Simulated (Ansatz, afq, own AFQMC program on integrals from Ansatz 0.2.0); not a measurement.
# GeHO (quartet): quantum Monte Carlo beside coupled cluster at distance Ge1–O2 = 2.538 Å, cc-pVDZ

How near does AFQMC come to the top of the ladder for GeHO (quartet)?

The runs use Ansatz 0.2.0, Gaussian basis, and an in-house AFQMC program (afq) on its integrals; all values are calculated; cc-pVDZ, frozen cores.

The runs, in order: PBE (unrestricted); r2SCAN (unrestricted); PBE0 (unrestricted); B3LYP (unrestricted); wB97M-V (unrestricted); B2PLYP (unrestricted); CCSD(T) on UHF; CCSDT(Q) on UHF; Phaseless AFQMC, CISD trial on UHF.

### Step 1. What is computed

The geometry derives from a PBE0/def2-TZVP stationary point (not a proven minimum). One bond is set to the value named and the two fragments are kept rigid. No spin-orbit coupling is included. The filled d shell of Ge may be among the frozen orbitals whatever the setting's name suggests; the logs give the count.

3 atoms, charge 0, spin multiplicity 4.

Atoms are counted from 1 here; the program's logs count them from 0.

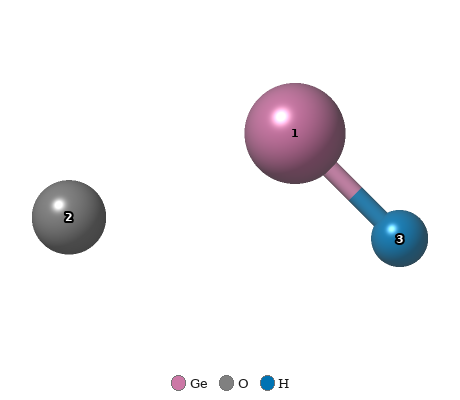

The structure; germanium pink, oxygen grey, hydrogen blue; atoms are numbered from 1 in the order of the file.

### Step 2. PBE (unrestricted)

The input, in.yaml:

```yaml
crystal:
  periodic: [false, false, false]
  atoms:
    - {symbol: Ge, position_ang: [0.000000, -0.045668, 0.443604]}
    - {symbol: O, position_ang: [0.000000, 0.123591, -2.088746]}
    - {symbol: H, position_ang: [0.000000, 1.329414, 1.185868]}
basis:
  gaussian: {orbitals: cc-pVDZ}
magnetization: {spin_polarized: true, initial_magnetization: 3}
hamiltonian: {xc: {name: PBE}}
output: {orbitals: {seedname: orbitals}}
```

On the command line:

```bash
ansatz run in.yaml --threads 1 --pin off --events-out ev --progress --plain --max-ram 1382MiB
```

Standard output:

```text
Functional definition: PBE
  name "PBE"
  cite "Perdew, Burke & Ernzerhof, Phys. Rev. Lett. 77, 3865 (1996) doi:10.1103/PhysRevLett.77.3865"
  parent pbe
  parameter kappa = 0.804
  parameter beta = 0.06672455060314922
  exchange = pbe_x(kappa = kappa, mu = beta*pi^2/3)
  correlation = pbe_c(beta = beta)
568 factors; their error is unknown
mean field evaluation 1: about -58561.4299 eV, gradient 2.3e1 eV
mean field evaluation 2: about -58485.6462 eV, gradient 9.4e1 eV
mean field evaluation 4: about -58561.1754 eV, gradient 2.0e1 eV
mean field evaluation 8: about -58564.2645 eV, gradient 1.2e0 eV
mean field evaluation 16: about -58564.2579 eV, gradient 5.1e-4 eV
mean field evaluation 32: about -58561.6939 eV, gradient 9.3e0 eV
mean field evaluation 64: about -58564.0702 eV, gradient 9.2e-1 eV
mean field evaluation 96: about -58564.2395 eV, gradient 1.7e0 eV
mean field -58564.25789828 eV, -2152.1967814822 hartree, gradient 5.5e-6 eV, S^2 3.761012; 15 other end points of the search recorded, 0 dependent functions left out
reference -58564.25792557 eV, -2152.1967824850 hartree; 22, 19 occupied and 24, 27 virtual orbitals, 568 factors
Total energy: -58564.25792557 eV, -2152.1967824850 hartree
```

Wall time 8.5 s (1 thread of Arm Neoverse V1, shared host).

From the report: ⟨S²⟩ of the determinant 3.761 (pure quartet: 3.75).

### Step 3. r2SCAN (unrestricted)

Edit in.yaml of step 2 so:

```diff
@@ -9,3 +9,2 @@
 magnetization: {spin_polarized: true, initial_magnetization: 3}
-hamiltonian: {xc: {name: PBE}}
-output: {orbitals: {seedname: orbitals}}
+hamiltonian: {xc: {name: r2SCAN}}
```

Launched as before.

Standard output, shortened:

```text
Functional definition: r2SCAN
  name "r2SCAN"
  cite "Furness, Kaplan, Ning, Perdew & Sun, J. Phys. Chem. Lett. 11, 8208 (2020) doi:10.1021/acs.jpclett.0c02405"
  cite "Furness, Kaplan, Ning, Perdew & Sun, J. Phys. Chem. Lett. 11, 9248 (2020) doi:10.1021/acs.jpclett.0c03077"
  parent r2scan
[...]
568 factors; their error is unknown
[...]
mean field -58573.66227192 eV, -2152.5423858387 hartree, gradient 6.1e-6 eV, S^2 3.782119; 8 other end points of the search recorded, 0 dependent functions left out
reference -58573.66228052 eV, -2152.5423861550 hartree; 22, 19 occupied and 24, 27 virtual orbitals, 568 factors
Total energy: -58573.66228052 eV, -2152.5423861550 hartree
```

Wall time 17 s (1 thread of Arm Neoverse V1, shared host).

From the report: ⟨S²⟩ of the determinant 3.782 (pure quartet: 3.75).

### Step 4. PBE0 (unrestricted)

Edit in.yaml of step 3 so:

```diff
@@ -9,2 +9,3 @@
 magnetization: {spin_polarized: true, initial_magnetization: 3}
-hamiltonian: {xc: {name: r2SCAN}}
+hamiltonian: {xc: {name: PBE0}}
+output: {orbitals: {seedname: orbitals}}
```

Launched as before.

Standard output, shortened:

```text
Functional definition: PBE0
  name "PBE0"
  cite "Adamo & Barone, J. Chem. Phys. 110, 6158 (1999) doi:10.1063/1.478522"
  cite "Perdew, Burke & Ernzerhof, Phys. Rev. Lett. 77, 3865 (1996) doi:10.1103/PhysRevLett.77.3865"
  parent pbe
[...]
500 factors; integrals over basis functions are off by at most 1.2e-3 eV
[...]
mean field -58565.60598186 eV, -2152.2463226399 hartree, gradient 8.4e-6 eV, S^2 3.787158; 5 other end points of the search recorded, 0 dependent functions left out
reference -58565.60600237 eV, -2152.2463233936 hartree; 22, 19 occupied and 24, 27 virtual orbitals, 500 factors
Total energy: -58565.60600237 eV, -2152.2463233936 hartree
```

Wall time 3.8 s (1 thread of Arm Neoverse V1, shared host).

From the report: ⟨S²⟩ of the determinant 3.787 (pure quartet: 3.75).

### Step 5. B3LYP (unrestricted)

Edit in.yaml of step 4 so:

```diff
@@ -9,3 +9,2 @@
 magnetization: {spin_polarized: true, initial_magnetization: 3}
-hamiltonian: {xc: {name: PBE0}}
-output: {orbitals: {seedname: orbitals}}
+hamiltonian: {xc: {name: B3LYP}}
```

Launched as before.

Standard output, shortened:

```text
Functional definition: B3LYP
  name "B3LYP"
  cite "Stephens, Devlin, Chabalowski & Frisch, J. Phys. Chem. 98, 11623 (1994) doi:10.1021/j100096a001"
  cite "Becke, Phys. Rev. A 38, 3098 (1988) doi:10.1103/PhysRevA.38.3098"
  cite "Lee, Yang & Parr, Phys. Rev. B 37, 785 (1988) doi:10.1103/PhysRevB.37.785"
  cite "Vosko, Wilk & Nusair, Can. J. Phys. 58, 1200 (1980) doi:10.1139/p80-159"
[...]
500 factors; integrals over basis functions are off by at most 1.2e-3 eV
[...]
mean field -58576.27995825 eV, -2152.6385840370 hartree, gradient 4.6e-6 eV, S^2 3.775450; 4 other end points of the search recorded, 0 dependent functions left out
reference -58576.28013912 eV, -2152.6385906841 hartree; 22, 19 occupied and 24, 27 virtual orbitals, 500 factors
Total energy: -58576.28013912 eV, -2152.6385906841 hartree
```

Wall time 3.3 s (1 thread of Arm Neoverse V1, shared host).

From the report: ⟨S²⟩ of the determinant 3.775 (pure quartet: 3.75).

### Step 6. wB97M-V (unrestricted)

Edit in.yaml of step 5 so:

```diff
@@ -9,2 +9,3 @@
 magnetization: {spin_polarized: true, initial_magnetization: 3}
-hamiltonian: {xc: {name: B3LYP}}
+hamiltonian: {xc: {name: wB97M-V}}
+output: {orbitals: {seedname: orbitals}}
```

Launched as before.

Standard output, shortened:

```text
Functional definition: wB97M-V
  name "wB97M-V"
  cite "Mardirossian & Head-Gordon, J. Chem. Phys. 144, 214110 (2016) doi:10.1063/1.4952647"
  cite "Becke, J. Chem. Phys. 107, 8554 (1997) doi:10.1063/1.475007"
  cite "Vydrov & Van Voorhis, J. Chem. Phys. 133, 244103 (2010) doi:10.1063/1.3521275"
  # Of w^i u^j: cxij and so on, Table III.
[...]
  gx(w, u) = 1 - cx + cx01*u + cx10*w
  gss(w, u) = css00 + css04*u^4 + css10*w + css20*w^2 + css43*w^4*u^3
  gos(w, u) = cos00 + cos10*w + (cos20 + cos21*u)*w^2 + (cos60 + cos61*u)*w^6
[...]
      + integral(e_c_pw_mod_opposite_spin*gos(b97_w_opposite, b97_u_opposite)) + vv10(b, c)
500 factors; integrals over basis functions are off by at most 1.2e-3 eV
127 factors; integrals over basis functions are off by at most 2.3e-5 eV
[...]
mean field -58571.03946197 eV, -2152.4459993511 hartree, gradient 7.7e-6 eV, S^2 3.793304; 5 other end points of the search recorded, 0 dependent functions left out
reference -58571.03948953 eV, -2152.4460003637 hartree; 22, 19 occupied and 24, 27 virtual orbitals, 500 factors
Total energy: -58571.03948953 eV, -2152.4460003637 hartree
```

It took 17 s on 1 thread of Arm Neoverse V1, shared host.

From the report: ⟨S²⟩ of the determinant 3.793 (pure quartet: 3.75).

### Step 7. B2PLYP (unrestricted)

Edit in.yaml of step 6 so:

```diff
@@ -9,3 +9,3 @@
 magnetization: {spin_polarized: true, initial_magnetization: 3}
-hamiltonian: {xc: {name: wB97M-V}}
-output: {orbitals: {seedname: orbitals}}
+hamiltonian: {xc: {name: B2PLYP}}
+correlation: {electrons: outside_noble_gas}
```

Same command.

Standard output, shortened:

```text
Functional definition: B2PLYP
  name "B2PLYP"
  cite "Grimme, J. Chem. Phys. 124, 034108 (2006) doi:10.1063/1.2148954"
  cite "Becke, Phys. Rev. A 38, 3098 (1988) doi:10.1103/PhysRevA.38.3098"
  cite "Lee, Yang & Parr, Phys. Rev. B 37, 785 (1988) doi:10.1103/PhysRevB.37.785"
[...]
500 factors; integrals over basis functions are off by at most 1.2e-3 eV
[...]
mean field -58560.21276843 eV, -2152.0481257019 hartree, gradient 5.9e-8 eV, S^2 3.802081; 7 other end points of the search recorded, 0 dependent functions left out
15 core orbitals not correlated: weight in the atoms' cores, before any rotation towards them, 0.999 or more for the frozen orbitals, at most 0.000 for the correlated occupied ones
reference -58560.21288337 eV, -2152.0481299260 hartree; 7, 4 occupied and 24, 27 virtual orbitals, 500 factors
second order -5.88126591 eV of doubles, -0.00000000 eV of singles
Total energy: -58561.80082517 eV, -2152.1064857106 hartree
```

It took 8 s on 1 thread of Arm Neoverse V1, shared host.

From the report: ⟨S²⟩ of the determinant 3.802 (pure quartet: 3.75).

### Step 8. CCSD(T) on UHF

Edit in.yaml of step 7 so:

```diff
@@ -9,3 +9,2 @@
 magnetization: {spin_polarized: true, initial_magnetization: 3}
-hamiltonian: {xc: {name: B2PLYP}}
-correlation: {electrons: outside_noble_gas}
+correlation: {method: ccsd_t, electrons: outside_noble_gas, hamiltonian_folder: ham}
```

Launched as before.

Standard output, shortened:

```text
Functional definition: HF
  name "HF"
  cite "Fock, Z. Phys. 61, 126 (1930) doi:10.1007/BF01340294"
  parent pbe
[...]
500 factors; integrals over basis functions are off by at most 1.2e-3 eV
[...]
mean field -58522.23585637 eV, -2150.6524999255 hartree, gradient 2.1e-6 eV, S^2 3.833066; 30 other end points of the search recorded, 0 dependent functions left out
determinant -58522.23585637 eV, -2150.6524999255 hartree, with singles and doubles -58527.87318904 eV, -2150.8596680798 hartree
determinant -58522.15006452 eV, -2150.6493471332 hartree, with singles and doubles -58527.76601929 eV, -2150.8557296644 hartree
determinant -58521.90942526 eV, -2150.6405038033 hartree, with singles and doubles -58527.47020912 eV, -2150.8448588410 hartree
determinant -58521.47302777 eV, -2150.6244664913 hartree, with singles and doubles -58527.08070951 eV, -2150.8305449944 hartree
[...]
determinant -58518.91890150 eV, -2150.5306040823 hartree, with singles and doubles -58524.31881889 eV, -2150.7290473863 hartree
determinant -58522.23585637 eV, -2150.6524999255 hartree, with singles and doubles -58527.89045091 eV, -2150.8603024421 hartree
determinant -58522.15006452 eV, -2150.6493471332 hartree, with singles and doubles -58527.78203965 eV, -2150.8563184016 hartree
determinant -58521.90942526 eV, -2150.6405038033 hartree, with singles and doubles -58527.46505408 eV, -2150.8446693969 hartree
15 core orbitals not correlated: weight in the atoms' cores, before any rotation towards them, 1.000 or more for the frozen orbitals, at most 0.000 for the correlated occupied ones
reference -58522.23585637 eV, -2150.6524999255 hartree; 7, 4 occupied and 24, 27 virtual orbitals, 500 factors
second order -4.57991116 eV of doubles, -0.00000000 eV of singles
cycle   1  -5.65459296 eV  change    1.6e-6 eV  update   4.8e-6
perturbative correction -0.11245913 eV, -0.0041327966 hartree
Total energy: -58528.00290846 eV, -2150.8644351807 hartree
```

It took 26 s on 1 thread of Arm Neoverse V1, shared host.

From the report: ⟨S²⟩ of the determinant 3.833 (pure quartet: 3.75); correlation -5.7671 eV; T1 0.036; largest double amplitude 0.06.

This run also writes the integrals to the folder ham.

### Step 9. CCSDT(Q) on UHF

Edit in.yaml of step 8 so:

```diff
@@ -9,2 +9,2 @@
 magnetization: {spin_polarized: true, initial_magnetization: 3}
-correlation: {method: ccsd_t, electrons: outside_noble_gas, hamiltonian_folder: ham}
+correlation: {method: ccsdt_q, electrons: outside_noble_gas}
```

Same command.

Standard output, shortened:

```text
Functional definition: HF
  name "HF"
  cite "Fock, Z. Phys. 61, 126 (1930) doi:10.1007/BF01340294"
  parent pbe
[...]
838 factors; integrals over basis functions are off by at most 1.4e-7 eV
[...]
mean field -58522.23595635 eV, -2150.6525035995 hartree, gradient 1.4e-6 eV, S^2 3.833063; 30 other end points of the search recorded, 0 dependent functions left out
determinant -58522.23595635 eV, -2150.6525035995 hartree, with singles and doubles -58527.87330389 eV, -2150.8596723004 hartree
determinant -58522.15016972 eV, -2150.6493509993 hartree, with singles and doubles -58527.76613728 eV, -2150.8557340002 hartree
determinant -58521.90953200 eV, -2150.6405077260 hartree, with singles and doubles -58527.47033171 eV, -2150.8448633462 hartree
determinant -58521.47316089 eV, -2150.6244713833 hartree, with singles and doubles -58527.08085931 eV, -2150.8305504994 hartree
[...]
determinant -58522.23595635 eV, -2150.6525035995 hartree, with singles and doubles -58527.89056641 eV, -2150.8603066863 hartree
determinant -58522.15016972 eV, -2150.6493509993 hartree, with singles and doubles -58527.78215747 eV, -2150.8563227313 hartree
determinant -58521.90953200 eV, -2150.6405077260 hartree, with singles and doubles -58527.46517568 eV, -2150.8446738655 hartree
15 core orbitals not correlated: weight in the atoms' cores, before any rotation towards them, 1.000 or more for the frozen orbitals, at most 0.000 for the correlated occupied ones
reference -58522.23595635 eV, -2150.6525035995 hartree; 7, 4 occupied and 24, 27 virtual orbitals, 838 factors
second order -4.57994005 eV of doubles, -0.00000000 eV of singles
cycle   1  -5.27528971 eV  change   -7.0e-1 eV  update   7.5e-2
[...]
cycle  47  -5.82519124 eV  change   -3.6e-7 eV  update   3.6e-7
perturbative correction -0.01418820 eV, -0.0005214069 hartree
Total energy: -58528.07533579 eV, -2150.8670968358 hartree
```

It took 55 s on 1 thread of Arm Neoverse V1, shared host; peak memory 0.25 GiB.

From the report: ⟨S²⟩ of the determinant 3.833 (pure quartet: 3.75); correlation -5.8394 eV; T1 0.046; largest double amplitude 0.10.

### Step 10. Phaseless AFQMC, CISD trial on UHF

It reads the integrals that the CCSD(T) run on this determinant wrote.

On the command line:

```bash
afq ham --method phaseless --trial cisd --walkers 60 --populations 1 --least-time 40 --time-step 0.005 --steps-per-block 50 --equilibration-blocks 40 --max-blocks 300 --target-error 0.0008 --factor-cut 1e-05 --start spin_pure --seed 2077 --release-times 0.24,0.51,0.99,1.62,2.4 --release-step 0.03 --release-every 4 --taylor-order 6
```

Standard output:

```text
orbitals 31  electrons 7 4  factors 218 of 500
reference energy -2150.65249993 Eh
CCSD correlation -0.20780233 Eh in 23 cycles, weight of the determinant in the CISD state 0.8709
energy of the start -2150.858305 Eh
 block  time / (1/Eh)  mean weight  energy / Eh
     1     0.250  0.9994  -2150.857740
     2     0.500  0.9993  -2150.859866
     3     0.750  1.0027  -2150.863151
     4     1.000  0.9984  -2150.864865
     5     1.250  1.0011  -2150.865457
     6     1.500  0.9997  -2150.864802
     7     1.750  1.0005  -2150.864532
     8     2.000  1.0016  -2150.862872
     9     2.250  0.9988  -2150.863329
    10     2.500  0.9983  -2150.864495
    11     2.750  0.9978  -2150.864484
    16     4.000  1.0018  -2150.863772
    21     5.250  0.9990  -2150.862816
    26     6.500  0.9989  -2150.867910
    31     7.750  0.9990  -2150.869883
    36     9.000  0.9992  -2150.863802
    41    10.250  1.0013  -2150.865853
    46    11.500  0.9975  -2150.865912
    51    12.750  0.9989  -2150.862242
    56    14.000  1.0010  -2150.865349
    61    15.250  0.9983  -2150.863527
    66    16.500  1.0025  -2150.862821
    71    17.750  0.9987  -2150.868925
    76    19.000  1.0019  -2150.864148
    81    20.250  1.0005  -2150.865769
    86    21.500  0.9997  -2150.870482
    91    22.750  1.0017  -2150.867556
    96    24.000  1.0001  -2150.861140
   101    25.250  0.9979  -2150.864561
   106    26.500  0.9979  -2150.867355
   111    27.750  0.9985  -2150.871485
   116    29.000  0.9994  -2150.867975
   121    30.250  1.0009  -2150.866944
   126    31.500  0.9993  -2150.861146
   131    32.750  0.9997  -2150.867373
   136    34.000  0.9979  -2150.864175
   141    35.250  0.9957  -2150.872824
   146    36.500  0.9991  -2150.863444
   151    37.750  1.0006  -2150.865631
   156    39.000  0.9993  -2150.861069
   161    40.250  1.0010  -2150.861626
   166    41.500  1.0000  -2150.868459
   171    42.750  1.0016  -2150.864040
   176    44.000  1.0014  -2150.865904
   181    45.250  0.9979  -2150.868505
   186    46.500  1.0004  -2150.864052
   191    47.750  0.9983  -2150.867613
   196    49.000  0.9993  -2150.861866
blocks merged  error / Eh  count
     1  0.000313  160
     2  0.000372  80
     4  0.000413  40
     8  0.000478  20
    16  0.000329  10
released: time / (1/Eh)  energy / Eh  error  mean overlap
  0.24  -2150.866545  0.000530  0.9983
  0.51  -2150.865822  0.000523  1.0035
  0.99  -2150.866568  0.000737  0.9948
  1.62  -2150.867059  0.000893  0.9847
  2.40  -2150.864749  0.001462  1.0829
energy -2150.865105 +/- 0.000478 Eh
```

Run time: 3.1 min. Hardware: 1 thread of Arm Neoverse V1, shared host.

Energy -58528.0211 ± 0.0130 eV. Caveats: constraint bias not in the error.

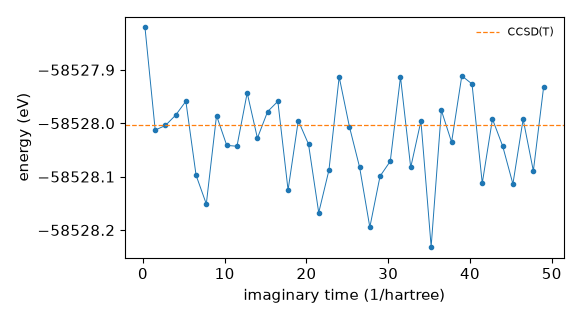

Block energies along the walk.

### Step 11. All levels side by side

On the UHF determinant, counted from CCSDT(Q) (a yardstick, not exact):

```
                                              level  energy (eV)  from CCSDT(Q) (kJ/mol)  statistical error (kJ/mol)     time
                                                 HF  -58522.2359                  +563.4                                     
                                                MP2  -58526.8158                  +121.5                                     
                                               CCSD  -58527.8904                   +17.8                                     
                                            CCSD(T)  -58528.0029                    +7.0                                     
                                           CCSDT(Q)  -58528.0753                     0.0                                     
Phaseless AFQMC, CISD trial, step 0.005, 60 walkers  -58528.0211                    +5.2                         1.3  3.1 min
```

The functionals' totals stand on their own zeros and serve differences with other points: PBE -58564.258 eV; r2SCAN -58573.662 eV; PBE0 -58565.606 eV; B3LYP -58576.280 eV; wB97M-V -58571.039 eV; B2PLYP -58561.801 eV.

### Step 12. Summary of results

| quantity | value |
| --- | --- |
| CCSD(T) on UHF from CCSDT(Q) | +7.0 kJ/mol |
| Phaseless AFQMC, CISD trial on UHF from CCSDT(Q) | +5.2 ± 1.3 kJ/mol |

**Reading.** On UHF the phaseless walk with the CISD trial lies +5.2 kJ/mol from CCSDT(Q), 4 times its error bar. Error bars are statistical and leave out the constraint, the time step and what remains of the start.
